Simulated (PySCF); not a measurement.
# C₃H₈FO+: geometry, NMR shifts, spin-spin couplings, electronic excitations and core binding energies

What NMR shifts, spin-spin couplings, electronic excitations and core binding energies should C₃H₈FO+ (`C[O+](C)CF`) show?

Programs: PySCF 2.14.0, with density-fitted response routines of our own. Each step states its level of theory. These are calculated values for one molecule in the gas phase, unless marked as measured. Atoms are numbered from 0 throughout.

### Step 1. The molecule as given

13 atoms, charge 1, multiplicity 1; geometry from: GFN2-xTB. The atoms were then displaced at random by about 0.03 Å, so the start is not that level's minimum.

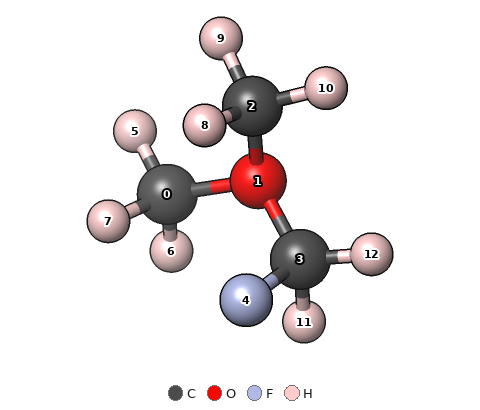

As it starts; carbon dark grey, oxygen red, fluorine light blue, hydrogen pink, atoms numbered.

### Step 2. Relaxing the molecule at PBE0-D3(BJ)/def2-SVP

The job: settings as JSON, then the geometry in Å.

```
{"job": {"xc": "PBE0", "basis": "def2-SVP", "d3": "d3bj", "grid": 1, "shake": 0.03, "kind": "geom"}, "charge": 1, "multiplicity": 1}
C     -0.217960     1.042040    -0.765680
O      0.066730    -0.255310    -0.417040
C      1.237150    -0.278320     0.365920
C     -0.895300    -0.923480     0.230770
F     -1.274340    -0.329080     1.365730
H      0.543950     1.563940    -1.335910
H     -1.120260     1.072420    -1.432320
H     -0.456620     1.739860     0.087510
H      1.143970     0.241280     1.411030
H      2.076340     0.221120    -0.140610
H      1.550980    -1.321530     0.575120
H     -1.866800    -0.894160    -0.380470
H     -0.766000    -1.929920     0.422700
```

On the command line:

```
$ OMP_NUM_THREADS=1 python probes_run.py task.json out
```

One launch serves the whole session: the jobs run in the order shown.

Output:

```text
step   0  E = -293.29596245  max force = 0.153024
step   1  E = -293.34042286  max force = 0.027154
step   2  E = -293.34366621  max force = 0.010242
step   3  E = -293.34418915  max force = 0.004196
step   4  E = -293.34424949  max force = 0.002446
step   5  E = -293.34426991  max force = 0.001237
step   6  E = -293.34428168  max force = 0.000597
step   7  E = -293.34428537  max force = 0.000964
step   8  E = -293.34429248  max force = 0.001267
step   9  E = -293.34430005  max force = 0.000973
step  10  E = -293.34431154  max force = 0.001058
step  11  E = -293.34432141  max force = 0.000687
step  12  E = -293.34432690  max force = 0.000572
step  13  E = -293.34432938  max force = 0.000290
optimisation converged
```

Wall time 37 s (1 thread of Intel Xeon 6975P-C, shared host); peak memory 0.45 GiB.

Step by step:

| step | energy from step 0 (eV) | largest force component (eV/Å) |
| --- | --- | --- |
| 0 | 0.0000 | 7.8688 |
| 1 | -1.2098 | 1.3963 |
| 2 | -1.2981 | 0.5267 |
| 3 | -1.3123 | 0.2158 |
| 4 | -1.3140 | 0.1258 |
| 5 | -1.3145 | 0.0636 |
| 6 | -1.3148 | 0.0307 |
| 7 | -1.3149 | 0.0496 |
| 8 | -1.3151 | 0.0652 |
| 9 | -1.3153 | 0.0500 |
| 10 | -1.3156 | 0.0544 |
| 11 | -1.3159 | 0.0353 |
| 12 | -1.3161 | 0.0294 |
| 13 | -1.3161 | 0.0149 |

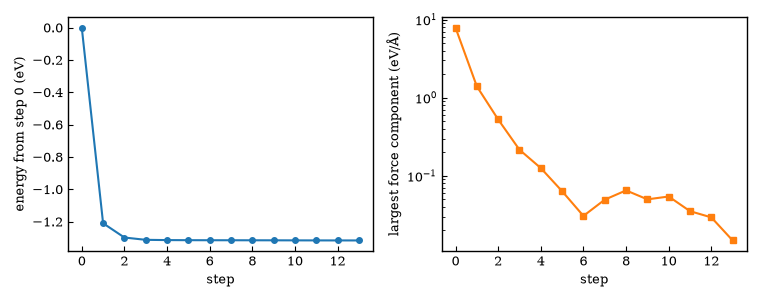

Energy and largest force along the relaxation.

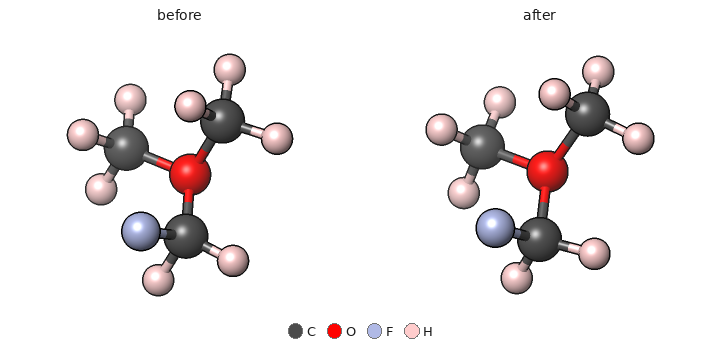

The geometry before (left) and after (right).

Distances of close pairs at the start and the end, largest changes first:

```
  bond  before (Å)  after (Å)  change (Å)
 O1–C3       1.339      1.459      +0.121
 C0–O1       1.373      1.471      +0.098
 C2–H8       1.171      1.097      -0.073
C3–H12       1.033      1.099      +0.066
 O1–C2       1.408      1.470      +0.062
C3–H11       1.148      1.099      -0.049
 C0–H7       1.128      1.097      -0.030
 C0–H6       1.122      1.095      -0.027
```

The final coordinates are the input of the step that follows.

| at the end point | value |
| --- | --- |
| point group (found at 0.08 Å tolerance) | Cs |
| rotational constants (GHz, main isotopes) | 6.902, 4.205, 3.286 |

### Step 3. NMR shieldings: PBE0/pcSseg-1

The job: settings as JSON, then the geometry in Å.

```
{"job": {"kind": "nmr", "xc": "PBE0", "basis": "pcSseg-1"}, "charge": 1, "multiplicity": 1}
C     -0.284572     1.115418    -0.844779
O      0.044542    -0.207428    -0.292635
C      1.351444    -0.293442     0.375897
C     -1.051508    -0.891249     0.385834
F     -1.323195    -0.235520     1.502237
H      0.559611     1.399891    -1.481006
H     -1.191960     0.983343    -1.443773
H     -0.436977     1.819048    -0.016473
H      1.322221     0.307528     1.293716
H      2.087628     0.081581    -0.342293
H      1.522628    -1.354790     0.585129
H     -1.893269    -0.867966    -0.319942
H     -0.684754    -1.907553     0.584838
```

Method: GIAO PBE0/pcSseg-1 NMR shielding, non-relativistic, gas phase.

Output:

```text
coarse grid: 10392 points
cycle   1  E = -293.4302994908  dE =  7.437e-01  |g| = 5.161e-01  |ddm| = 2.790e+00
cycle   2  E = -293.4002446450  dE =  3.005e-02  |g| = 7.024e-01  |ddm| = 6.501e-01
cycle   3  E = -293.4781003792  dE = -7.786e-02  |g| = 7.846e-02  |ddm| = 3.600e-01
cycle   4  E = -293.4788413113  dE = -7.409e-04  |g| = 3.036e-02  |ddm| = 4.767e-02
cycle   5  E = -293.4789839817  dE = -1.427e-04  |g| = 1.059e-02  |ddm| = 1.849e-02
cycle   6  E = -293.4790024013  dE = -1.842e-05  |g| = 2.274e-03  |ddm| = 6.257e-03
cycle   7  E = -293.4790034155  dE = -1.014e-06  |g| = 2.064e-04  |ddm| = 1.497e-03
final grid: 99416 points
cycle   8  E = -293.5260393504  dE = -1.988e-05  |g| = 1.296e-02  |ddm| = 1.796e-02
cycle   9  E = -293.5260115996  dE =  2.775e-05  |g| = 1.849e-02  |ddm| = 1.360e-02
cycle  10  E = -293.5260689722  dE = -5.737e-05  |g| = 1.660e-03  |ddm| = 8.132e-03
cycle  11  E = -293.5260695616  dE = -5.894e-07  |g| = 2.284e-04  |ddm| = 1.088e-03
cycle  12  E = -293.5260695673  dE = -5.667e-09  |g| = 1.076e-04  |ddm| = 1.537e-04
cycle  13  E = -293.5260695689  dE = -1.618e-09  |g| = 1.231e-05  |ddm| = 5.397e-05
cycle  14  E = -293.5260695689  dE = -3.024e-11  |g| = 3.670e-06  |ddm| = 8.878e-06
converged SCF energy = -293.5260695689

GIAO shielding tensors (ppm)
atom      isotropic    diamagn.    paramagn.     s11        s22        s33       span
  0 C      107.298     250.002    -142.705     58.467     79.628    183.798    125.331
  1 O      262.797     402.627    -139.830    224.452    230.698    333.240    108.788
  2 C      107.314     249.981    -142.668     58.470     79.665    183.806    125.336
  3 C       67.134     243.111    -175.978     53.139     53.767     94.494     41.355
  4 F      345.025     471.390    -126.365    254.390    304.713    475.970    221.580
  5 H       26.681      29.000      -2.319     23.247     24.412     32.384      9.138
  6 H       26.756      28.947      -2.191     23.501     23.998     32.770      9.269
  7 H       26.388      29.509      -3.121     23.095     24.331     31.738      8.643
  8 H       26.391      29.499      -3.108     23.102     24.326     31.745      8.643
  9 H       26.680      28.989      -2.310     23.244     24.408     32.387      9.142
 10 H       26.758      28.936      -2.178     23.501     24.002     32.770      9.269
 11 H       25.477      28.117      -2.640     21.751     25.094     29.586      7.835
 12 H       25.480      28.117      -2.638     21.754     25.100     29.585      7.830
```

It took 9.3 s on 1 thread of Intel Xeon 6975P-C, shared host; peak memory 0.62 GiB.

Shifts follow as δ = σ(reference) − σ, with reference shieldings (ppm) from runs at the same level and on the same kind of geometry: ¹H TMS 31.27, ¹³C TMS 184.4, ¹⁹F CFCl3 177.2, ¹⁷O H2O 334.6. The references are single molecules in the gas phase, so shifts against H2O, NH3, PH3, H3PO4 or CFCl3 are not on the usual liquid scales and can be off by tens of ppm. Atoms listed in one row are averaged.

```csv
atoms,environment,σ (ppm),δ (ppm)
C3,sp3 CH2 bonded to F and O,67.1,117.3
"C0, C2",methyl carbon bonded to O,107.3,77.1
"H11, H12",hydrogen on an sp3 CH2 bonded to F and O,25.48,5.79
"H5, H6, H7, H8, H9, H10",hydrogen on a methyl carbon bonded to O,26.61,4.66
O1,oxygen bonded to 3 C,262.8,71.8
F4,fluorine on an sp3 carbon,345.0,-167.8
```

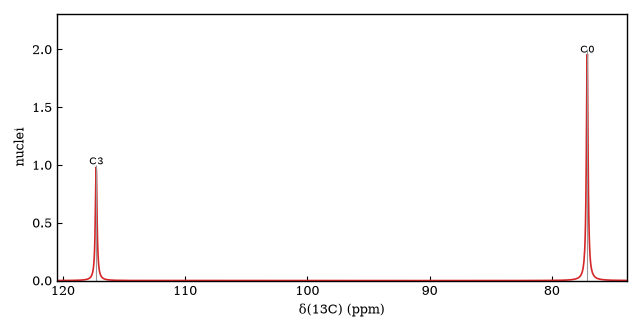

¹³C lines at the computed shifts, without couplings. Lines are broadened to a width of 0.16 ppm (Lorentzian).

Charges from the same density, by scheme (e):

```csv
atoms,Mulliken,IAO,Hirshfeld,ESP fit
"C0, C2",-0.06,-0.22,0.03,-0.33
O1,-0.51,-0.11,0.08,-0.02
C3,0.38,0.23,0.16,0.06
F4,-0.25,-0.25,-0.04,-0.10
```

Mulliken charges:

C0 -0.06; O1 -0.51; C2 -0.06; C3 0.38; F4 -0.25; H5 0.19; H6 0.19; H7 0.19; H8 0.19; H9 0.19; H10 0.19; H11 0.18; H12 0.18

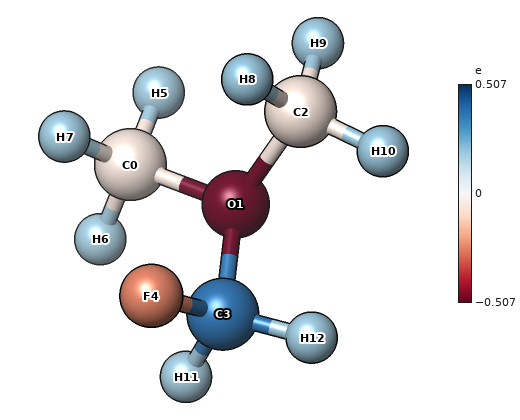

Mulliken charges, as colours on the atoms.

Mayer bond orders: C0–O1 0.72, O1–C2 0.72, O1–C3 0.76, C3–F4 1.01.

Orbitals, density, ELF and potential are computed afterwards from the orbital file.

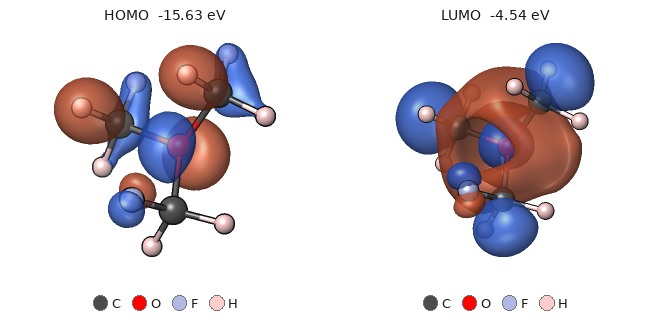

PBE0/pcSseg-1 orbitals near the gap, drawn at the value that encloses 70 % of each; the two colours are the two signs.

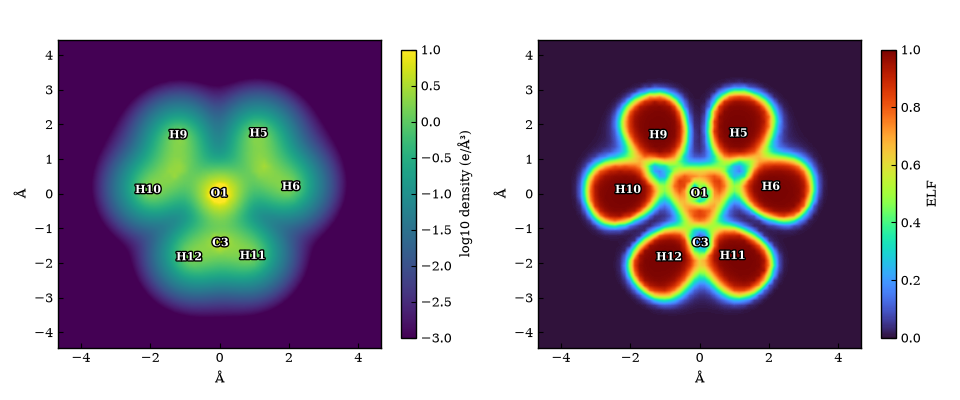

Density (left) and ELF (right) in a plane through or near 8 of the atoms.

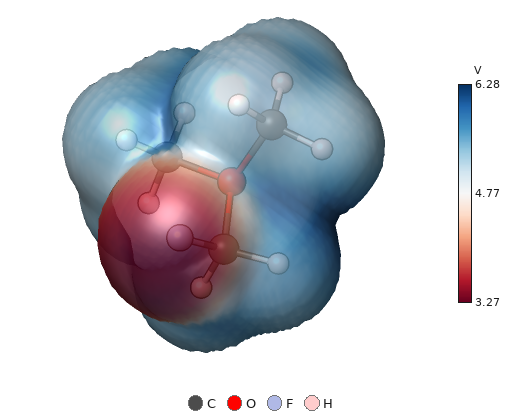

The potential that a unit positive charge feels on the 0.002 e/bohr³ surface, from the 1st to the 99th percentile, from 3.27 V near F4 to 6.28 V near H11.

### Step 4. Indirect couplings: B3LYP/pcJ-1

Settings changed since step 3:

```diff
@@ -1,2 +1,2 @@
-{"job": {"kind": "nmr", "xc": "PBE0", "basis": "pcSseg-1"}, "charge": 1, "multiplicity": 1}
+{"job": {"kind": "j", "xc": "B3LYP", "basis": "pcJ-1"}, "charge": 1, "multiplicity": 1}
 C     -0.284572     1.115418    -0.844779
```

With the program's defaults for keys left out, this is: B3LYP/pcJ-1 indirect spin-spin coupling, non-relativistic, gas phase.

Output:

```text
coarse grid: 10392 points
cycle   1  E = -293.7935090342  dE =  6.768e-01  |g| = 5.503e-01  |ddm| = 2.506e+00
cycle   2  E = -293.7487969430  dE =  4.471e-02  |g| = 7.895e-01  |ddm| = 6.714e-01
cycle   3  E = -293.8414880264  dE = -9.269e-02  |g| = 8.946e-02  |ddm| = 3.992e-01
cycle   4  E = -293.8423661309  dE = -8.781e-04  |g| = 3.606e-02  |ddm| = 5.326e-02
cycle   5  E = -293.8425505309  dE = -1.844e-04  |g| = 1.331e-02  |ddm| = 2.202e-02
cycle   6  E = -293.8425785765  dE = -2.805e-05  |g| = 3.101e-03  |ddm| = 7.455e-03
cycle   7  E = -293.8425804351  dE = -1.859e-06  |g| = 2.657e-04  |ddm| = 1.974e-03
final grid: 99416 points
cycle   8  E = -293.8946534894  dE = -1.322e-04  |g| = 8.939e-03  |ddm| = 1.523e-02
cycle   9  E = -293.8946415653  dE =  1.192e-05  |g| = 1.244e-02  |ddm| = 9.196e-03
cycle  10  E = -293.8946670667  dE = -2.550e-05  |g| = 1.225e-03  |ddm| = 5.432e-03
cycle  11  E = -293.8946673065  dE = -2.398e-07  |g| = 5.480e-04  |ddm| = 1.014e-03
cycle  12  E = -293.8946673595  dE = -5.298e-08  |g| = 1.764e-04  |ddm| = 3.353e-04
cycle  13  E = -293.8946673639  dE = -4.373e-09  |g| = 1.320e-05  |ddm| = 8.594e-05
cycle  14  E = -293.8946673639  dE = -2.433e-11  |g| = 5.668e-06  |ddm| = 9.362e-06
converged SCF energy = -293.8946673639

Indirect spin-spin couplings (Hz)
  i      j    bonds     total        FC       PSO       DSO        SD
  0 C    1 O    1     17.460    19.503    -1.910    -0.134         -
  0 C    2 C    2      0.443     0.722    -0.239    -0.040         -
  0 C    3 C    2     -0.331    -0.061    -0.252    -0.018         -
  0 C    4 F    3      2.665     2.546     0.177    -0.074     0.017
  0 C    5 H    1    167.704   167.419    -0.383     0.668         -
  0 C    6 H    1    164.651   164.333    -0.367     0.685         -
  0 C    7 H    1    168.074   167.742    -0.378     0.710         -
  0 C    8 H    3      0.670     0.673     0.085    -0.087         -
  0 C    9 H    3      1.424     1.384     0.033     0.008         -
  0 C   10 H    3      6.384     6.406     0.559    -0.582         -
  0 C   11 H    3      1.859     1.787     0.017     0.055         -
  0 C   12 H    3      4.872     4.913     0.555    -0.596         -
  1 O    2 C    1     17.469    19.510    -1.908    -0.134         -
  1 O    3 C    1     24.917    24.224     0.863    -0.170         -
  1 O    4 F    2    -27.300    -8.304   -10.136     0.019    -8.880
  1 O    5 H    2     -7.674    -7.175    -0.508     0.009         -
  1 O    6 H    2     -6.934    -6.473    -0.468     0.007         -
  1 O    7 H    2     -1.026    -0.803    -0.269     0.046         -
  1 O    8 H    2     -1.026    -0.804    -0.269     0.046         -
  1 O    9 H    2     -7.690    -7.193    -0.506     0.009         -
  1 O   10 H    2     -6.917    -6.455    -0.469     0.007         -
  1 O   11 H    2     -9.857    -9.974     0.137    -0.020         -
  1 O   12 H    2     -9.828    -9.945     0.137    -0.020         -
  2 C    3 C    2     -0.331    -0.060    -0.253    -0.018         -
  2 C    4 F    3      2.610     2.490     0.179    -0.075     0.016
  2 C    5 H    3      1.431     1.390     0.032     0.009         -
  2 C    6 H    3      6.376     6.399     0.559    -0.581         -
  2 C    7 H    3      0.661     0.664     0.086    -0.089         -
  2 C    8 H    1    168.021   167.688    -0.377     0.710         -
  2 C    9 H    1    167.689   167.403    -0.382     0.668         -
  2 C   10 H    1    164.632   164.314    -0.366     0.685         -
  2 C   11 H    3      4.884     4.925     0.555    -0.596         -
  2 C   12 H    3      1.871     1.799     0.016     0.055         -
  3 C    4 F    1   -348.921  -332.466   -26.582     0.778     9.350
  3 C    5 H    3      6.422     6.474     0.471    -0.523         -
  3 C    6 H    3      1.432     1.452    -0.141     0.122         -
  3 C    7 H    3      0.567     0.654     0.019    -0.106         -
  3 C    8 H    3      0.558     0.645     0.020    -0.107         -
  3 C    9 H    3      6.436     6.489     0.470    -0.523         -
  3 C   10 H    3      1.446     1.466    -0.142     0.122         -
  3 C   11 H    1    198.278   198.020    -0.886     1.144         -
  3 C   12 H    1    198.237   197.979    -0.887     1.144         -
  4 F    5 H    4      0.417     0.194     1.886    -1.631    -0.033
  4 F    6 H    4      1.273     0.466     1.746    -0.591    -0.348
  4 F    7 H    4      0.324    -0.124    -0.086     0.787    -0.253
  4 F    8 H    4      0.323    -0.128    -0.078     0.780    -0.252
  4 F    9 H    4      0.398     0.176     1.886    -1.632    -0.032
  4 F   10 H    4      1.273     0.466     1.747    -0.592    -0.347
  4 F   11 H    2     52.391    54.893     1.926    -1.544    -2.885
  4 F   12 H    2     52.375    54.877     1.926    -1.544    -2.884
  5 H    6 H    2    -14.640   -14.571     2.572    -2.641         -
  5 H    7 H    2    -10.123   -10.103     2.687    -2.707         -
  5 H    9 H    4     -0.152    -0.248    -1.748     1.844         -
  5 H   10 H    4      0.262     0.388     1.533    -1.659         -
  5 H   12 H    4      1.318     1.434     1.908    -2.024         -
  6 H    7 H    2    -10.527   -10.514     2.615    -2.627         -
  6 H    8 H    4     -0.554    -0.408     1.780    -1.926         -
  6 H    9 H    4      0.260     0.386     1.529    -1.655         -
  6 H   10 H    4      2.481     2.594     1.931    -2.044         -
  6 H   11 H    4     -0.189    -0.324    -2.054     2.189         -
  7 H   10 H    4     -0.555    -0.409     1.779    -1.925         -
  7 H   12 H    4     -0.600    -0.413     1.956    -2.143         -
  8 H    9 H    2    -10.126   -10.106     2.687    -2.707         -
  8 H   10 H    2    -10.531   -10.519     2.615    -2.628         -
  8 H   11 H    4     -0.598    -0.411     1.957    -2.144         -
  9 H   10 H    2    -14.651   -14.582     2.572    -2.641         -
  9 H   11 H    4      1.312     1.428     1.906    -2.022         -
 10 H   12 H    4     -0.188    -0.324    -2.057     2.193         -
 11 H   12 H    2     -5.170    -5.255     2.399    -2.315         -
```

Run time: 17 s. Hardware: 1 thread of Intel Xeon 6975P-C, shared host; peak memory 0.8 GiB.

A choice of the couplings up to four bonds, sorted by the number of bonds, with means over like pairs; isotopes 13C, 19F, 1H, 17O:

| pair | bonds | J (Hz) | Fermi contact (Hz) | dihedral (°) |
| --- | --- | --- | --- | --- |
| C3–F4 | 1 | -348.9 | -332.5 | – |
| C3–H11 | 1 | 198.3 | 198.0 | – |
| C0–H5 | 1 | 166.8 | 166.5 | – |
| O1–C3 | 1 | 24.9 | 24.2 | – |
| C0–O1 | 1 | 17.5 | 19.5 | – |
| F4–H11 | 2 | 52.4 | 54.9 | – |
| O1–F4 | 2 | -27.3 | -8.3 | – |
| H5–H6 | 2 | -11.8 | -11.7 | – |
| O1–H11 | 2 | -9.8 | -10.0 | – |
| O1–H5 | 2 | -5.2 | -4.8 | – |
| H11–H12 | 2 | -5.2 | -5.3 | – |
| C0–H11 | 3 | 3.4 | 3.4 | – |
| C0–H8 | 3 | 2.8 | 2.8 | – |
| C3–H5 | 3 | 2.8 | 2.9 | – |
| C0–F4 | 3 | 2.6 | 2.5 | -69 |

The spin-dipole term was solved for some atoms only; pairs without it lack that part.

The response was solved for the nuclei of C, F, H alone, so couplings that need other nuclei can be missing.

Quadrupole couplings from the field gradients of the same density:

```csv
atom,isotope,eQq/h (MHz),η
O1,17O,13.0,0.01
```

Joined with the shifts from before (PBE0/pcSseg-1, unscaled), the couplings predict the line list below for 500 MHz.

¹H NMR δ 5.79 (d, J = 52.4 Hz, 2H), 4.66 (s, 6H). The letters are first-order; like nuclei with unlike couplings give more lines.

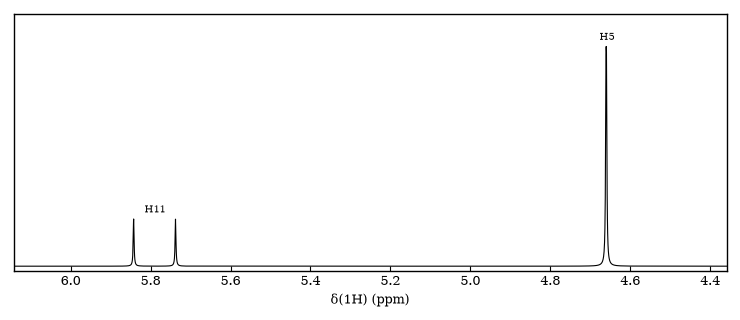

Simulated proton spectrum at 500 MHz, by exact diagonalisation of each spin system; lines 1.2 Hz wide, exchangeable protons uncoupled.

(Part 1 of 2 ends here.)
